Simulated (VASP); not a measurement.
Band structure of Sc (hcp). Method: optB88-vdW, VASP's PBE PAW potentials (set 64) (plane waves; VASP).

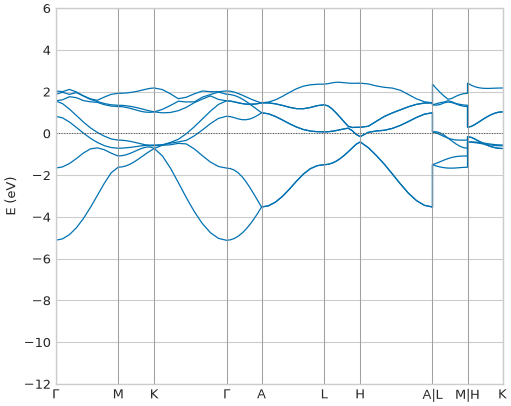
Figure: Bands along high-symmetry lines, zero at the valence-band maximum or, without a gap, the Fermi level

Q: Read the plot: is there a gap, and where are the band edges?

A: It has no gap at this level: it comes out as a metal or semimetal. (Edges off the drawn lines would not show.)

The compound is Sc in the hcp structure. It was relaxed first.
